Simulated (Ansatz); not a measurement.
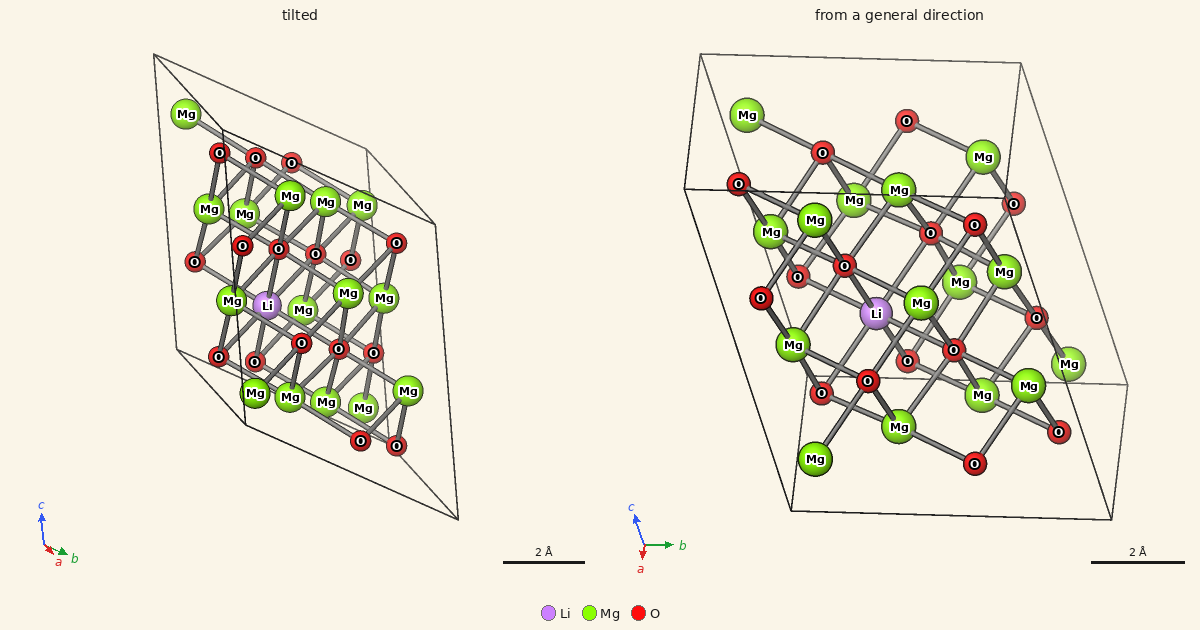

The figure gives a ball-and-stick picture of the atoms, viewed slightly off an axis and from a general direction. Lines trace the edges of the supercell. The host is MgO, in a cell of 32 sites, and the cell carries a charge of -1.

How does this supercell depart from the perfect host?

Lithium on a magnesium site (a substitutional impurity). It is bonded to six O in an octahedral arrangement at about 2.2 Å.

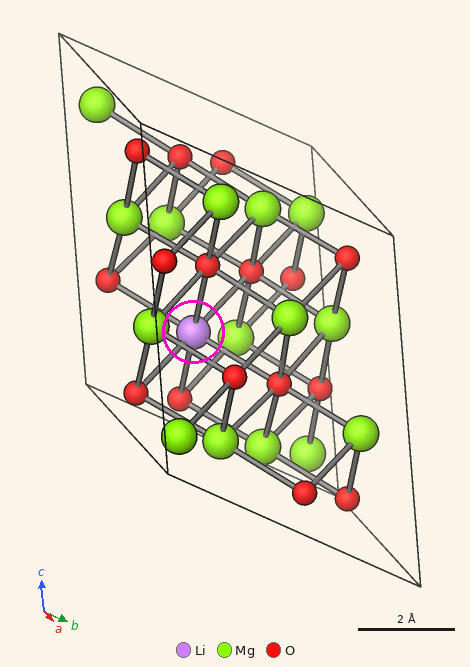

The same cell with a ring at the defect's site.

The atoms were relaxed in the host's cell with Ansatz, DFT PBE, scalar-relativistic, plane waves, PAW.
